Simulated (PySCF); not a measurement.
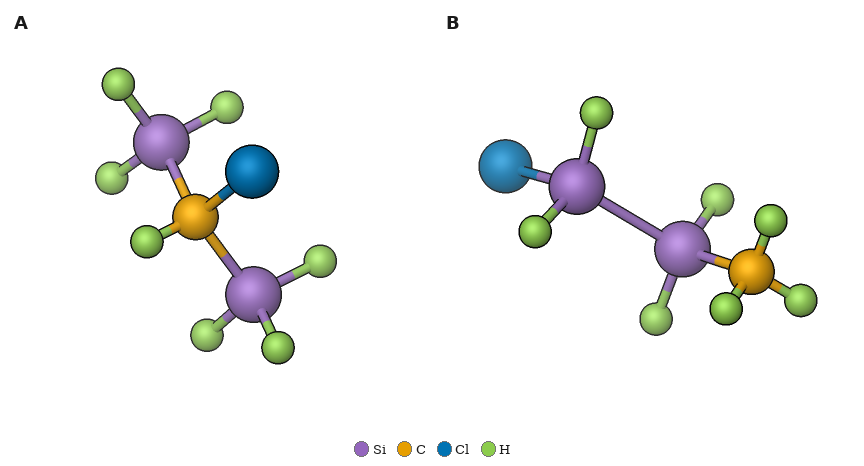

2 stationary structures of one formula. Geometries: PBE0-D3(BJ)/def2-SVP. Electronic energies: PBE0-D3(BJ)/def2-SVP (PySCF 2.14.0), without zero-point energy. No frequency run is at hand to confirm each as a minimum. Each is one conformer, not always the lowest.

How are they related?

Answer. They are constitutional isomers of CH7ClSi2: A `[SiH3]C([SiH3])Cl`, B `C[SiH2][SiH2]Cl`.

Which is lowest in energy, and by how much?

Answer. B is lowest; A lies 41.1 kcal/mol above it.
